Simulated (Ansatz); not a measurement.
# CH5BOSe: harmonic frequencies at the relaxed geometry in Python

At which frequencies does CH5BOSe vibrate? The task is harmonic frequencies at the relaxed geometry, for CH5BOSe.

Program: Ansatz 0.2.0 through its Python package. Level of theory: B3LYP/def2-SVP. These are calculated values, not measurements.

**1. The system**

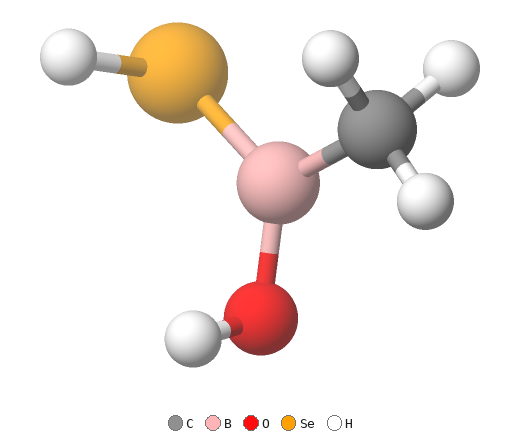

The structure that the script starts from, seen from a chosen angle (carbon grey, boron pink, oxygen red, selenium orange, hydrogen white).

No structure file is read: the coordinates are typed or built in the script.

**2. Script**

ch5bose.py reads:

```python
import warnings

import ansatz as az
import numpy as np

GEOMETRY = '''
C     0.34070    0.71930   -0.85390
B    -0.16410   -0.50270   -0.02020
O     0.70600   -1.63820    0.12460
Se   -1.90640   -0.52270    0.83420
H     0.28450    1.65760   -0.23560
H    -0.40870    0.92760   -1.71430
H     1.34430    0.60930   -1.25640
H     1.29400   -1.42180    0.95260
H    -1.40180    0.12520    2.15190
'''

warnings.simplefilter('ignore', az.DeckWarning)

system = az.Crystal.molecule()
for line in GEOMETRY.strip().splitlines():
    symbol, *xyz = line.split()
    system = system.atom(symbol, [float(v) for v in xyz])

model = (
    system.calculation()
    .basis(gaussian='def2-SVP')
    .functional('b3lyp')
)
symbols = [site.symbol for site in system.cartesian_sites]
start = np.array([site.position_ang for site in system.cartesian_sites], dtype=float)
data = model.relax(force_tolerance=0.003).run(threads=1, pin='off').report
end = np.array(data['positions_ang'])

print('final positions (A) and the move of each atom')
for symbol, xyz, old in zip(symbols, end, start):
    print(f'{symbol:2s} {xyz[0]:10.5f} {xyz[1]:10.5f} {xyz[2]:10.5f}   {np.linalg.norm(xyz - old):7.4f}')

minimum = az.Crystal.molecule()
for symbol, place in zip(symbols, end):
    minimum = minimum.atom(symbol, place.tolist())
vibrating = (
    minimum.calculation()
    .basis(gaussian='def2-SVP')
    .functional('b3lyp')
    .phonons(temperatures=(298.15, 498.15, 100))
)
vib = vibrating.run(threads=1, pin='off').report['vibrations']
sums = vib['harmonic_sums']
modes = [m['omega_inv_cm'] for m in sums['modes_at_gamma'] if m['rigid_motion'] == 'no']
print('frequencies (1/cm):', ' '.join(f'{w:.0f}' for w in modes))
print('imaginary modes:', sum(w < 0 for w in modes), ' zero-point energy:', round(sums['zero_point_energy_ev'], 4), 'eV')
print('T (K)   F_vib (eV)   S_vib (meV/K)   C_vib (meV/K)')
for row in zip(sums['temperatures_k'], sums['vibrational_free_energy_ev'], vib['entropy_ev_per_k'], vib['heat_capacity_ev_per_k']):
    print(f'{row[0]:6.1f} {row[1]:11.4f} {1000 * row[2]:13.4f} {1000 * row[3]:15.4f}')
```

**3. The calls as engine input**

The package turns the script's settings into the engine's input (first run):

```yaml
crystal:
  periodic: [false, false, false]
  atoms:
    - { symbol: C, position_ang: [0.3407, 0.7193, -0.8539] }
    - { symbol: B, position_ang: [-0.1641, -0.5027, -0.0202] }
    - { symbol: O, position_ang: [0.706, -1.6382, 0.1246] }
    - { symbol: Se, position_ang: [-1.9064, -0.5227, 0.8342] }
    - { symbol: H, position_ang: [0.2845, 1.6576, -0.2356] }
    - { symbol: H, position_ang: [-0.4087, 0.9276, -1.7143] }
    - { symbol: H, position_ang: [1.3443, 0.6093, -1.2564] }
    - { symbol: H, position_ang: [1.294, -1.4218, 0.9526] }
    - { symbol: H, position_ang: [-1.4018, 0.1252, 2.1519] }
basis:
  gaussian:
    orbitals: def2-SVP
hamiltonian:
  xc: b3lyp
relax:
  f_tol: 0.003
```

**4. The run**

Launch:

```
$ python ch5bose.py
```

Without the output at hand: what should come out? Wanted: moves of the relaxation of run 1; energy gained in run 1; last largest force component of run 1; highest frequency; imaginary modes; zero-point energy.

**Answer**, as computed:

| quantity | value |
| --- | --- |
| runs compared | 2 |
| moves of the relaxation of run 1 | 30 |
| energy gained in run 1 | 1.422 eV |
| last largest force component of run 1 | 0.0014 eV/Å |
| highest frequency | 3823 cm⁻¹ |
| imaginary modes | 0 |
| zero-point energy | 1.735 eV |

Run 1: The relaxation took 30 moves; the largest shift is 1.327 Å, of atom 9 (H). So large a move can change the bonding: the results belong to the relaxed structure. All frequencies are real, so the geometry is a minimum. The values are harmonic; measured fundamentals also hold anharmonic shifts, mostly downward for stretches. The frequencies are harmonic and unscaled, in a modest basis. The result belongs to the one conformer reached from this start, and soft torsions count as harmonic oscillators. b3lyp holds the VWN-RPA fit, as in Gaussian; the form of ORCA and Turbomole is b3lyp5.
